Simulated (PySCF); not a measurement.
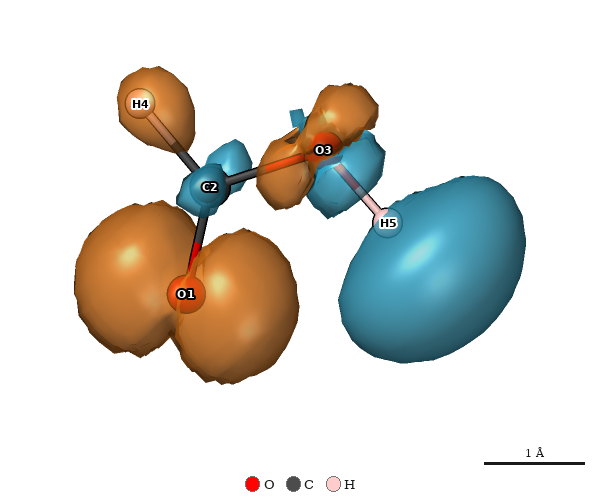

Figure. CH2O2, SMILES `O=CO`. Unrelaxed difference density of S₂ less the ground state (TDA singlet states), ±0.04 e/Å³; light blue: gain, orange: loss.

PySCF calculation, B3LYP/def2-TZVP, gas phase; geometry: GFN2-xTB. No frequency check shows the geometry to be a minimum. Without diffuse functions Rydberg states are missing, so the states' numbers hold for this basis only.

The calculation's input:

```python
import numpy as np
from pyscf import gto, scf, dft, tdscf
from pyscf.scf import atom_ks, atom_hf
from scipy.linalg import block_diag

def solve(mol, dm0=None, hcore=None):
    mf = (dft.UKS if mol.spin else dft.RKS)(mol, xc='b3lyp')
    mf.grids.level = 3
    mf = mf.density_fit(auxbasis='def2-universal-jkfit')
    mf.conv_tol, mf.max_cycle = 1e-8, 80
    if hcore is not None:
        mf.get_hcore = lambda *args: hcore
    mf.kernel(dm0)
    if not mf.converged:
        mf = mf.newton().run(mf.mo_coeff, mf.mo_occ, max_cycle=30)
    assert mf.converged, 'SCF not converged'
    return mf

mol = gto.M(atom='''
O      1.12837     0.26266     0.00000
C      0.13115    -0.39164     0.00000
O     -1.10206     0.08531     0.00000
H      0.10023    -1.49182     0.00000
H     -1.09753     1.05798     0.00000
''', basis='def2-tzvp', charge=0, spin=0, verbose=4)
mf = solve(mol)
td = mf.TDA()
td.nstates, td.singlet, td.conv_tol = 5, True, 1e-5
td.kernel()
td.analyze()
x, y = np.array([p[0] for p in td.xy]), np.array([p[1] + 0 * p[0] for p in td.xy])
f, mu = td.oscillator_strength(), td.transition_dipole()
nto = [td.get_nto(state=i + 1, verbose=4) for i in range(len(td.e))]
# spherically averaged free atoms, for the promolecule
atm = atom_ks.get_atm_nrks(mol, xc='b3lyp')
pro = block_diag(*[(atm[a[0]][2] * atm[a[0]][3]) @ atm[a[0]][2].T for a in mol._atom])
np.savez('result.npz', e=td.e, f=f, ok=td.converged, w=[n[0] for n in nto], nto=[n[1] for n in nto], x=x, y=y, c=mf.mo_coeff, occ=mf.mo_occ, eps=mf.mo_energy, pro=pro, mu=mu)
```

Command:

```sh
OMP_NUM_THREADS=1 python input.py
```

The run took 82 s on 1 thread of Arm Neoverse V1, on a shared host, peak memory 0.48 GiB.

> How does the charge move on excitation?

0.81 e is displaced in all, of which about 0.6 e passes between atoms: O1 (0.59 e) loses electrons and H5 (0.53 e) and O3 (0.07 e) gain them. The state: 7.76 eV (160 nm), f = 0.047, partly diffuse acceptor orbital, which a basis without diffuse functions describes poorly; the leading pair carries 90 %; hole on O1 (66 %), O3 (16 %) and C2 (11 %), electron on H5 (54 %), O3 (22 %) and C2 (12 %) (atom shares of so diffuse an orbital are rough); their centroids lie 1.8 Å apart.
